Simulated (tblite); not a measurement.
Geometry relaxation of Si5H9 (charge +1) (part 2 of 2)

Continued. System: Si5H9, charge +1. Method: GFN2-xTB geometry optimisation, gas phase (tblite 0.8.0). 

Geometry of the input (Å):
```
Si 1.8937  -0.1162  0.0081
Si 0.5031  1.6296  0.2181
Si -1.2872  0.7396  -0.7889
Si -1.4337  -1.0860  0.4915
Si 0.6485  -1.8798  0.6460
H  3.0659  0.0322  0.9085
H  2.2762  -0.3767  -1.3525
H  0.1004  1.8409  1.6382
H  0.9817  2.8356  -0.4397
H  -2.4560  1.5778  -0.6514
H  -0.9633  0.4078  -2.1781
H  -2.3816  -2.0668  -0.0036
H  -1.7765  -0.5947  1.8416
H  0.8153  -2.9876  -0.3332
```

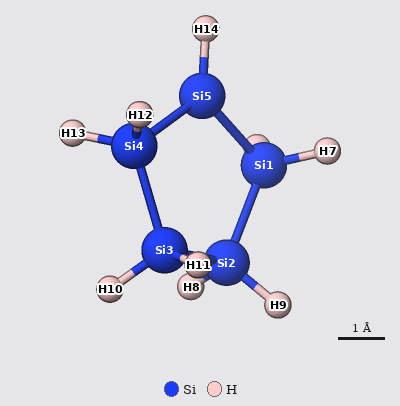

The geometry at step 84 of the log (ball-and-stick view, seen at a tilt; atoms are numbered from 1 in the order of the input).

## Trajectory as extended XYZ, continued
```
14
Properties=species:S:1:pos:R:3:forces:R:3 step=52 energy=-347.13470
Si    2.0700   -0.0492    0.0401    0.1690  -0.0380  -0.0440
Si    0.5611    1.7946    0.0739    0.0010   0.0100  -0.0150
Si   -1.5005    0.9300   -0.6978   -0.0060   0.0370   0.0080
Si   -1.6532   -1.2127    0.3082   -0.0530  -0.0130   0.0680
Si    0.6050   -1.9178    0.2344    0.0320  -0.0030   0.0760
H     3.0933   -0.1546    1.0943   -0.0850   0.0050  -0.0800
H     2.7587   -0.3231   -1.2365   -0.0350   0.0770   0.0910
H     0.4621    2.2120    1.4802   -0.0140  -0.0120  -0.0430
H     1.0960    2.9334   -0.6707    0.0110  -0.0200  -0.0120
H    -2.6992    1.7155   -0.4138    0.0180   0.0190  -0.0080
H    -1.4472    0.7072   -2.1523   -0.0040   0.0230   0.0590
H    -2.5899   -2.2207   -0.1860    0.0010  -0.0440  -0.0170
H    -1.8299   -1.1496    1.7722   -0.0380   0.0010  -0.0620
H     1.0603   -3.3096    0.3583    0.0050  -0.0420  -0.0210
14
Properties=species:S:1:pos:R:3:forces:R:3 step=56 energy=-347.14045
Si    2.0800   -0.0482    0.0419   -0.1230  -0.0300   0.0270
Si    0.5658    1.7930    0.0505    0.0330  -0.0560  -0.0320
Si   -1.5152    0.9507   -0.6791    0.0190  -0.0650   0.0580
Si   -1.6579   -1.2224    0.2770    0.0490  -0.0200  -0.0400
Si    0.6148   -1.9199    0.2577   -0.0070  -0.0070  -0.0010
H     3.0700   -0.1453    1.1121    0.0720   0.0090   0.0660
H     2.7829   -0.3369   -1.2088    0.0590   0.0400  -0.0900
H     0.4798    2.2396    1.4454   -0.0020   0.0200  -0.0060
H     1.1136    2.8936   -0.7363    0.0120   0.0390  -0.0170
H    -2.6981    1.7256   -0.3175   -0.0080   0.0390  -0.0210
H    -1.5072    0.7675   -2.1362   -0.0220   0.0240   0.0100
H    -2.5724   -2.2378   -0.2461    0.0170  -0.0210  -0.0200
H    -1.8477   -1.1944    1.7326   -0.0840   0.0180   0.0770
H     1.0781   -3.3095    0.4117   -0.0140   0.0100  -0.0120
14
Properties=species:S:1:pos:R:3:forces:R:3 step=60 energy=-347.14940
Si    2.0846   -0.0635    0.0635    0.1070   0.0230  -0.0100
Si    0.5851    1.7808    0.0003   -0.0300  -0.0170   0.0280
Si   -1.5351    0.9558   -0.6337    0.0670  -0.0230  -0.0260
Si   -1.6580   -1.2522    0.2455    0.0230   0.0020   0.0330
Si    0.6312   -1.9273    0.2840   -0.0930  -0.0550   0.0070
H     3.0722   -0.1161    1.1494   -0.0340  -0.0090  -0.0280
H     2.8171   -0.3438   -1.1798   -0.0030   0.0240   0.0110
H     0.5027    2.2812    1.3759    0.0280   0.0390   0.0220
H     1.1412    2.8495   -0.8257   -0.0080   0.0090  -0.0140
H    -2.6840    1.7428   -0.1978   -0.0230   0.0190   0.0330
H    -1.6059    0.8715   -2.0950   -0.0220  -0.0370  -0.0370
H    -2.5346   -2.2718   -0.3384    0.0540   0.0140  -0.0020
H    -1.9258   -1.2367    1.6933   -0.0420  -0.0200  -0.0060
H     1.0961   -3.3146    0.4632   -0.0250   0.0310  -0.0120
14
Properties=species:S:1:pos:R:3:forces:R:3 step=64 energy=-347.15279
Si    2.0964   -0.0665    0.0640   -0.0830  -0.0090  -0.0170
Si    0.5894    1.7760   -0.0106    0.0460   0.0120   0.0090
Si   -1.5369    0.9585   -0.6229   -0.0230   0.0230   0.0000
Si   -1.6571   -1.2602    0.2368   -0.0250   0.0530   0.0110
Si    0.6193   -1.9331    0.2934    0.0770   0.0420  -0.0140
H     3.0626   -0.1129    1.1628    0.0230  -0.0180   0.0200
H     2.8375   -0.3386   -1.1732    0.0110   0.0000  -0.0020
H     0.5199    2.3082    1.3543    0.0230   0.0240   0.0130
H     1.1466    2.8302   -0.8588   -0.0330  -0.0200   0.0050
H    -2.6762    1.7478   -0.1502    0.0420  -0.0360   0.0120
H    -1.6483    0.9008   -2.0829   -0.0110  -0.0470  -0.0300
H    -2.5108   -2.2806   -0.3743    0.0200  -0.0090  -0.0210
H    -1.9549   -1.2629    1.6769   -0.0440  -0.0160   0.0240
H     1.0991   -3.3111    0.4893   -0.0240   0.0010  -0.0100
14
Properties=species:S:1:pos:R:3:forces:R:3 step=68 energy=-347.15883
Si    2.0971   -0.0766    0.0730    0.0640   0.0040   0.0350
Si    0.6067    1.7699   -0.0398   -0.0300  -0.0540   0.0060
Si   -1.5446    0.9737   -0.5989    0.0600  -0.0340  -0.0060
Si   -1.6569   -1.2593    0.2226   -0.0430  -0.0120  -0.0290
Si    0.6219   -1.9310    0.3184    0.0410   0.0620   0.0070
H     3.0465   -0.1019    1.1936   -0.0380  -0.0210  -0.0320
H     2.8801   -0.3309   -1.1433   -0.0260  -0.0190   0.0150
H     0.5687    2.3727    1.2943    0.0180   0.0290   0.0300
H     1.1495    2.7646   -0.9551    0.0190   0.0800  -0.0610
H    -2.6310    1.7465   -0.0060   -0.0550   0.0290   0.0120
H    -1.7575    0.9608   -2.0503    0.0010  -0.0330   0.0320
H    -2.4216   -2.2976   -0.4725   -0.0060   0.0050  -0.0410
H    -2.0689   -1.3306    1.6304   -0.0010  -0.0040   0.0360
H     1.0967   -3.3045    0.5384   -0.0050  -0.0310  -0.0050
14
Properties=species:S:1:pos:R:3:forces:R:3 step=72 energy=-347.16072
Si    2.1030   -0.0764    0.0779   -0.0180   0.0210  -0.0120
Si    0.6092    1.7691   -0.0403    0.0110   0.0410  -0.0180
Si   -1.5407    0.9702   -0.5993   -0.0050  -0.0020   0.0570
Si   -1.6616   -1.2607    0.2236    0.0260  -0.0070   0.0070
Si    0.6268   -1.9282    0.3238   -0.0090   0.0030   0.0080
H     3.0475   -0.1021    1.1965    0.0220  -0.0180   0.0220
H     2.8754   -0.3373   -1.1423   -0.0030  -0.0180   0.0030
H     0.5763    2.3823    1.2920    0.0110  -0.0010  -0.0060
H     1.1445    2.7726   -0.9593   -0.0080  -0.0010  -0.0050
H    -2.6296    1.7427   -0.0026   -0.0070   0.0060  -0.0060
H    -1.7668    0.9592   -2.0469    0.0110  -0.0320  -0.0020
H    -2.4174   -2.2946   -0.4861   -0.0130  -0.0050  -0.0250
H    -2.0739   -1.3315    1.6336    0.0010  -0.0140  -0.0140
H     1.0939   -3.3095    0.5341   -0.0180   0.0250  -0.0080
14
Properties=species:S:1:pos:R:3:forces:R:3 step=76 energy=-347.16439
Si    2.1107   -0.0650    0.0838   -0.0070   0.0040  -0.0050
Si    0.6198    1.7895   -0.0583    0.0010  -0.0320  -0.0250
Si   -1.5410    0.9722   -0.5657   -0.0320  -0.0150   0.0420
Si   -1.6629   -1.2741    0.2178    0.0030   0.0090   0.0240
Si    0.6283   -1.9132    0.3357   -0.0150   0.0180   0.0030
H     3.0404   -0.1230    1.2181   -0.0060   0.0150  -0.0220
H     2.8930   -0.3466   -1.1276   -0.0160  -0.0040   0.0290
H     0.6216    2.4258    1.2631    0.0010   0.0140  -0.0100
H     1.1359    2.7668   -1.0169   -0.0050  -0.0120   0.0120
H    -2.6198    1.7459    0.0508    0.0170  -0.0020  -0.0060
H    -1.8109    0.9479   -2.0066    0.0350   0.0060   0.0010
H    -2.3807   -2.2925   -0.5571    0.0030   0.0320   0.0180
H    -2.1240   -1.3812    1.6117    0.0130  -0.0260  -0.0570
H     1.0762   -3.2970    0.5558    0.0060  -0.0070  -0.0030
14
Properties=species:S:1:pos:R:3:forces:R:3 step=80 energy=-347.16581
Si    2.1071   -0.0621    0.0893    0.0120  -0.0070   0.0000
Si    0.6213    1.7875   -0.0770   -0.0040   0.0230   0.0280
Si   -1.5487    0.9748   -0.5439   -0.0180   0.0150  -0.0360
Si   -1.6579   -1.2770    0.2074   -0.0190  -0.0240  -0.0020
Si    0.6308   -1.9097    0.3483   -0.0060  -0.0180  -0.0090
H     3.0328   -0.1188    1.2244    0.0100   0.0240   0.0170
H     2.9013   -0.3537   -1.1089   -0.0020  -0.0130  -0.0180
H     0.6376    2.4436    1.2366    0.0040   0.0080  -0.0360
H     1.1379    2.7475   -1.0528   -0.0110  -0.0150   0.0130
H    -2.6103    1.7504    0.0981    0.0080  -0.0070  -0.0070
H    -1.8332    0.9678   -1.9841    0.0240   0.0080   0.0330
H    -2.3591   -2.2888   -0.5897    0.0030   0.0250  -0.0080
H    -2.1502   -1.4122    1.5832   -0.0010  -0.0200   0.0240
H     1.0774   -3.2937    0.5736    0.0000   0.0030   0.0010
14
Properties=species:S:1:pos:R:3:forces:R:3 step=84 energy=-347.16791
Si    2.1130   -0.0620    0.1080    0.0030  -0.0050  -0.0020
Si    0.6280    1.7861   -0.1158    0.0180   0.0220   0.0100
Si   -1.5632    0.9813   -0.4965    0.0060   0.0200   0.0230
Si   -1.6598   -1.2954    0.1882   -0.0030   0.0180  -0.0180
Si    0.6314   -1.9058    0.3785    0.0120  -0.0290  -0.0030
H     3.0180   -0.0987    1.2628   -0.0080   0.0240  -0.0130
H     2.9241   -0.3838   -1.0726   -0.0090  -0.0030   0.0050
H     0.7017    2.5258    1.1478   -0.0170  -0.0010   0.0160
H     1.1268    2.6958   -1.1476   -0.0070  -0.0340  -0.0170
H    -2.5752    1.7492    0.2327    0.0170  -0.0260  -0.0300
H    -1.9158    1.0283   -1.9188    0.0070   0.0080   0.0160
H    -2.2886   -2.2681   -0.7107   -0.0120   0.0060  -0.0010
H    -2.2299   -1.5094    1.5227    0.0020  -0.0200   0.0120
H     1.0760   -3.2878    0.6260   -0.0080   0.0190   0.0020
14
Properties=species:S:1:pos:R:3:forces:R:3 step=88 energy=-347.16906
Si    2.1107   -0.0634    0.1083   -0.0070  -0.0040   0.0020
Si    0.6288    1.7843   -0.1215    0.0180   0.0100   0.0110
Si   -1.5666    0.9875   -0.4833    0.0290  -0.0050  -0.0070
Si   -1.6597   -1.2968    0.1750   -0.0100  -0.0080   0.0040
Si    0.6318   -1.9062    0.3792   -0.0130  -0.0030  -0.0060
H     3.0053   -0.0878    1.2697    0.0120   0.0190   0.0050
H     2.9291   -0.3948   -1.0635    0.0000   0.0030  -0.0070
H     0.7085    2.5415    1.1304   -0.0080   0.0050   0.0210
H     1.1270    2.6710   -1.1716   -0.0040  -0.0070  -0.0290
H    -2.5697    1.7469    0.2623   -0.0120  -0.0060  -0.0100
H    -1.9279    1.0523   -1.9026   -0.0020   0.0050   0.0170
H    -2.2837   -2.2619   -0.7362   -0.0040   0.0140   0.0020
H    -2.2279   -1.5374    1.5073    0.0000  -0.0060  -0.0060
H     1.0808   -3.2798    0.6511    0.0010  -0.0170   0.0020
14
Properties=species:S:1:pos:R:3:forces:R:3 step=92 energy=-347.17018
Si    2.1080   -0.0658    0.1185    0.0120  -0.0020  -0.0010
Si    0.6382    1.7868   -0.1361    0.0050   0.0160   0.0030
Si   -1.5630    0.9914   -0.4538   -0.0100   0.0220   0.0070
Si   -1.6595   -1.3041    0.1622   -0.0160  -0.0150  -0.0040
Si    0.6302   -1.9098    0.3912   -0.0070   0.0000   0.0070
H     2.9932   -0.0622    1.2876    0.0090   0.0000  -0.0060
H     2.9325   -0.4161   -1.0446   -0.0010   0.0130   0.0080
H     0.7338    2.5837    1.0908    0.0030  -0.0040  -0.0070
H     1.1153    2.6320   -1.2310   -0.0010  -0.0120   0.0030
H    -2.5527    1.7388    0.3232    0.0040  -0.0140  -0.0030
H    -1.9615    1.0913   -1.8603   -0.0020  -0.0090  -0.0010
H    -2.2563   -2.2375   -0.8000    0.0020   0.0110   0.0210
H    -2.2537   -1.5944    1.4738    0.0000   0.0040  -0.0250
H     1.0823   -3.2785    0.6832    0.0020  -0.0110  -0.0020
14
Properties=species:S:1:pos:R:3:forces:R:3 step=96 energy=-347.17053
Si    2.1090   -0.0655    0.1245   -0.0050  -0.0010   0.0040
Si    0.6425    1.7880   -0.1458   -0.0010  -0.0010   0.0000
Si   -1.5642    0.9965   -0.4389   -0.0010  -0.0070  -0.0020
Si   -1.6620   -1.3068    0.1579    0.0020   0.0110  -0.0040
Si    0.6280   -1.9084    0.4033    0.0000   0.0010   0.0010
H     2.9942   -0.0535    1.2927    0.0080  -0.0010   0.0110
H     2.9402   -0.4180   -1.0319    0.0000   0.0040  -0.0100
H     0.7493    2.6046    1.0665    0.0040   0.0010  -0.0050
H     1.1134    2.6106   -1.2604   -0.0010  -0.0070   0.0040
H    -2.5414    1.7358    0.3600   -0.0050  -0.0050   0.0010
H    -1.9834    1.1048   -1.8391   -0.0010  -0.0040   0.0080
H    -2.2335   -2.2321   -0.8256   -0.0060   0.0000  -0.0030
H    -2.2855   -1.6219    1.4489    0.0050   0.0080  -0.0060
H     1.0800   -3.2785    0.6926    0.0010   0.0010   0.0010
14
Properties=species:S:1:pos:R:3:forces:R:3 step=100 energy=-347.17064
Si    2.1106   -0.0660    0.1286    0.0080  -0.0020   0.0060
Si    0.6438    1.7867   -0.1483   -0.0010  -0.0050   0.0030
Si   -1.5651    0.9971   -0.4330   -0.0030   0.0090  -0.0010
Si   -1.6632   -1.3069    0.1519    0.0050  -0.0120  -0.0060
Si    0.6270   -1.9069    0.4066    0.0010  -0.0020  -0.0020
H     2.9965   -0.0475    1.2975   -0.0040  -0.0050  -0.0060
H     2.9408   -0.4228   -1.0286   -0.0080   0.0100   0.0060
H     0.7548    2.6144    1.0557    0.0030   0.0000   0.0000
H     1.1136    2.5996   -1.2699   -0.0010  -0.0020  -0.0050
H    -2.5398    1.7314    0.3741    0.0000  -0.0040   0.0010
H    -1.9924    1.1129   -1.8297   -0.0020  -0.0030   0.0000
H    -2.2303   -2.2297   -0.8374    0.0010   0.0070   0.0020
H    -2.2900   -1.6308    1.4387    0.0000   0.0090   0.0000
H     1.0803   -3.2760    0.6986   -0.0010   0.0010   0.0020
14
Properties=species:S:1:pos:R:3:forces:R:3 step=104 energy=-347.17077
Si    2.1112   -0.0674    0.1320   -0.0050   0.0040   0.0020
Si    0.6448    1.7854   -0.1486   -0.0010   0.0030  -0.0020
Si   -1.5655    0.9999   -0.4317   -0.0010  -0.0100   0.0000
Si   -1.6607   -1.3067    0.1472   -0.0060  -0.0020   0.0120
Si    0.6279   -1.9089    0.4081    0.0010  -0.0020  -0.0060
H     2.9971   -0.0492    1.3004    0.0010  -0.0050  -0.0030
H     2.9397   -0.4166   -1.0282   -0.0030   0.0020   0.0050
H     0.7592    2.6173    1.0523    0.0010   0.0010  -0.0020
H     1.1125    2.5934   -1.2751   -0.0010  -0.0050   0.0020
H    -2.5408    1.7278    0.3804    0.0030  -0.0010  -0.0010
H    -1.9987    1.1135   -1.8268    0.0010   0.0050   0.0000
H    -2.2300   -2.2276   -0.8419    0.0030   0.0000  -0.0020
H    -2.2912   -1.6280    1.4336    0.0070   0.0060  -0.0080
H     1.0814   -3.2774    0.7030   -0.0010   0.0040   0.0020
14
Properties=species:S:1:pos:R:3:forces:R:3 step=108 energy=-347.17085
Si    2.1098   -0.0667    0.1367   -0.0020   0.0000  -0.0010
Si    0.6449    1.7846   -0.1542    0.0000   0.0040   0.0040
Si   -1.5675    1.0007   -0.4225    0.0020  -0.0040  -0.0020
Si   -1.6604   -1.3088    0.1426   -0.0020  -0.0070  -0.0090
Si    0.6281   -1.9096    0.4098   -0.0020   0.0040   0.0060
H     2.9947   -0.0457    1.3058   -0.0010  -0.0060  -0.0020
H     2.9403   -0.4181   -1.0210    0.0020   0.0010   0.0000
H     0.7689    2.6295    1.0364   -0.0020   0.0010  -0.0020
H     1.1102    2.5776   -1.2920    0.0000   0.0000  -0.0010
H    -2.5348    1.7248    0.4025    0.0020  -0.0010  -0.0010
H    -2.0097    1.1251   -1.8137   -0.0030   0.0040   0.0010
H    -2.2198   -2.2211   -0.8609    0.0050   0.0030   0.0060
H    -2.3002   -1.6410    1.4206    0.0020   0.0010   0.0020
H     1.0822   -3.2755    0.7145   -0.0010  -0.0010  -0.0010
14
Properties=species:S:1:pos:R:3:forces:R:3 step=110 energy=-347.17087
Si    2.1099   -0.0663    0.1378   -0.0030  -0.0010   0.0040
Si    0.6454    1.7847   -0.1558   -0.0020  -0.0020   0.0000
Si   -1.5679    1.0004   -0.4190   -0.0030   0.0050  -0.0040
Si   -1.6612   -1.3100    0.1403    0.0050  -0.0050  -0.0020
Si    0.6277   -1.9091    0.4114   -0.0010   0.0040   0.0040
H     2.9935   -0.0465    1.3079   -0.0020  -0.0050  -0.0010
H     2.9420   -0.4166   -1.0188    0.0030  -0.0020  -0.0030
H     0.7731    2.6349    1.0302   -0.0030   0.0040   0.0030
H     1.1096    2.5713   -1.2984   -0.0010   0.0030  -0.0030
H    -2.5323    1.7237    0.4106    0.0050  -0.0040  -0.0030
H    -2.0155    1.1289   -1.8084   -0.0010   0.0040   0.0040
H    -2.2149   -2.2199   -0.8679    0.0010   0.0000   0.0040
H    -2.3045   -1.6455    1.4158    0.0020   0.0000  -0.0010
H     1.0818   -3.2743    0.7190   -0.0010   0.0000  -0.0010
```

## Summary

- outcome: converged
- total energy: −347.1709 eV
- hardware: 1 CPU thread, shared host
- wall time: 2.1 s
- peak memory: 0.18 GiB
